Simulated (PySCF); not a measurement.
## Run report: C₆H₉FSSi, NMR shielding calculation

The run: NMR shielding calculation of C₆H₉FSSi. Method and program: GIAO CAM-B3LYP/pcSseg-1 NMR shielding, non-relativistic, IEF-PCM benzene (PySCF 2.14.0).

The geometry comes from this level: GFN2-xTB. Figures and captions count atoms from 1; the log counts them from 0 in places.

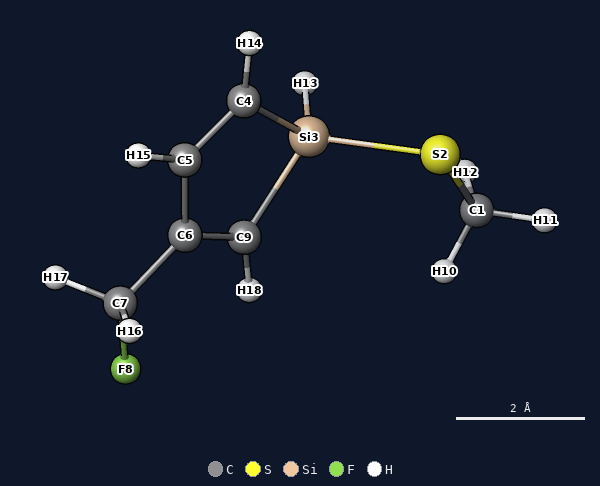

Fig. 1: The input geometry (ball-and-stick view, seen at a tilt; atoms are numbered from 1 in the order of the input). Bond lengths as drawn: C–C 1.34 to 1.50 Å, C–F 1.37 Å, C–H 1.08 to 1.10 Å, C–S 1.82 Å, C–Si 1.88 Å, H–Si 1.46 Å and S–Si 2.15 Å.

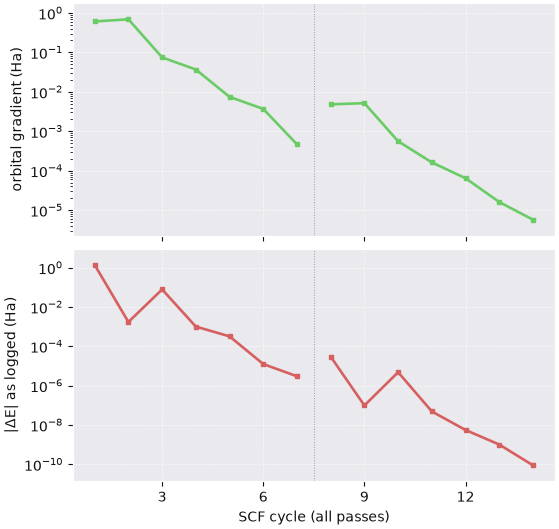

Fig. 2: Convergence of the self-consistent field: orbital gradient and size of the energy change against the SCF cycle. The dotted line marks the change from a coarse to the final integration grid. The first 7 cycles use a coarse grid, the final grid takes over at cycle 8, and the field converges after 14 cycles in all.

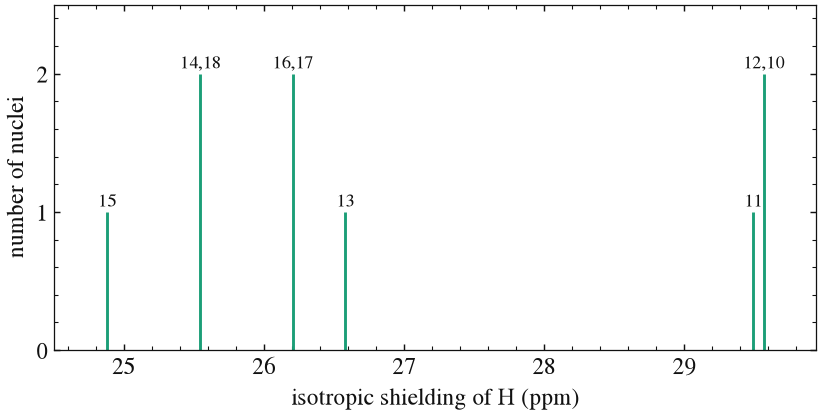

Fig. 3: Isotropic shieldings of the hydrogen nuclei in this fixed geometry, labelled by atom number; shielding grows to the right, so chemical shift grows to the left. The least shielded is H15 (24.9 ppm), the most shielded H10 (29.6 ppm).

The input and output of the run follow.

**The input**
```
{"job": {"xc": "CAM-B3LYP", "basis": "pcSseg-1", "solvent": "benzene", "kind": "nmr", "pop": false}, "charge": 0, "multiplicity": 1}
C      3.200758    -1.332333    -0.122989
S      2.612225     0.110675     0.820225
Si     1.021746     0.734363    -0.482982
C     -0.081308     2.007491     0.351608
C     -1.312921     1.503386     0.460612
C     -1.510694     0.147302    -0.049077
C     -2.875614    -0.454903     0.067939
F     -2.936136    -1.709800    -0.482385
C     -0.435107    -0.452003    -0.579307
H      2.420721    -2.085177    -0.161907
H      4.064252    -1.719752     0.406933
H      3.485887    -1.025034    -1.123915
H      1.581957     1.108745    -1.780386
H      0.177275     2.992837     0.694974
H     -2.149415     2.027194     0.901811
H     -3.169075    -0.555159     1.121173
H     -3.619425     0.158466    -0.457209
H     -0.483885    -1.449981    -0.980038
```

The first line tells a small driver script what to run in PySCF; the rest is the geometry in Å.

Run as:
```bash
OMP_NUM_THREADS=1 python <driver script> task.json out
```

**Output**
```
coarse grid: 16432 points
cycle   1  E = -1021.2153966131  dE =  1.361e+00  |g| = 6.069e-01  |ddm| = 3.952e+00
cycle   2  E = -1021.2171060663  dE = -1.709e-03  |g| = 6.868e-01  |ddm| = 1.056e+00
cycle   3  E = -1021.2944147226  dE = -7.731e-02  |g| = 7.448e-02  |ddm| = 5.137e-01
cycle   4  E = -1021.2954109954  dE = -9.963e-04  |g| = 3.673e-02  |ddm| = 1.029e-01
cycle   5  E = -1021.2957284365  dE = -3.174e-04  |g| = 7.434e-03  |ddm| = 4.453e-02
cycle   6  E = -1021.2957408482  dE = -1.241e-05  |g| = 3.684e-03  |ddm| = 9.163e-03
cycle   7  E = -1021.2957438091  dE = -2.961e-06  |g| = 4.666e-04  |ddm| = 3.407e-03
final grid: 150872 points
cycle   8  E = -1021.3685588910  dE = -2.943e-05  |g| = 4.818e-03  |ddm| = 1.852e-02
cycle   9  E = -1021.3685589884  dE = -9.735e-08  |g| = 5.154e-03  |ddm| = 7.766e-03
cycle  10  E = -1021.3685637684  dE = -4.780e-06  |g| = 5.581e-04  |ddm| = 3.626e-03
cycle  11  E = -1021.3685638167  dE = -4.831e-08  |g| = 1.626e-04  |ddm| = 5.324e-04
cycle  12  E = -1021.3685638222  dE = -5.497e-09  |g| = 6.453e-05  |ddm| = 1.975e-04
cycle  13  E = -1021.3685638232  dE = -1.001e-09  |g| = 1.610e-05  |ddm| = 6.717e-05
cycle  14  E = -1021.3685638233  dE = -8.822e-11  |g| = 5.747e-06  |ddm| = 2.547e-05
converged SCF energy = -1021.3685638233

GIAO shielding tensors (ppm)
atom      isotropic    diamagn.    paramagn.     s11        s22        s33       span
  0 C      172.162     250.219     -78.057    161.397    165.158    189.930     28.533
  1 S      696.575    1059.408    -362.833    621.833    638.085    829.807    207.974
  2 Si     343.168     881.167    -537.999    281.815    371.462    376.228     94.413
  3 C       45.781     262.005    -216.224    -67.002     34.616    169.730    236.732
  4 C       29.838     253.897    -224.058    -97.207     42.582    144.141    241.348
  5 C       15.420     264.333    -248.913   -107.440     31.356    122.343    229.783
  6 C       96.018     237.902    -141.884     64.268     74.585    149.202     84.934
  7 F      435.280     473.970     -38.691    415.433    420.480    469.925     54.492
  8 C       57.569     259.814    -202.245    -49.558     39.193    183.073    232.631
  9 H       29.575      31.647      -2.071     23.132     28.617     36.976     13.844
 10 H       29.493      27.927       1.566     23.599     26.577     38.305     14.706
 11 H       29.559      29.177       0.383     24.375     27.357     36.946     12.571
 12 H       26.582      29.579      -2.997     22.767     24.570     32.410      9.642
 13 H       25.537      30.569      -5.032     24.034     25.356     27.220      3.186
 14 H       24.880      31.741      -6.861     22.839     23.529     28.273      5.433
 15 H       26.203      27.426      -1.223     22.083     26.592     29.934      7.851
 16 H       26.212      26.557      -0.345     21.770     26.671     30.196      8.426
 17 H       25.556      34.031      -8.475     22.754     24.034     29.881      7.127
```

**Results in brief**

```csv
quantity,value
outcome,converged
total energy,−1021.368564 hartree
HOMO,−8.02 eV
LUMO,−0.55 eV
dipole moment,1.08 D
"isotropic shielding, C",15.4 to 172.2 ppm
"isotropic shielding, S",696.6 ppm
"isotropic shielding, Si",343.2 ppm
"isotropic shielding, F",435.3 ppm
"isotropic shielding, H",24.9 to 29.6 ppm
hardware,"1 CPU thread, shared host"
wall time,49 s
peak memory,1.3 GiB
```
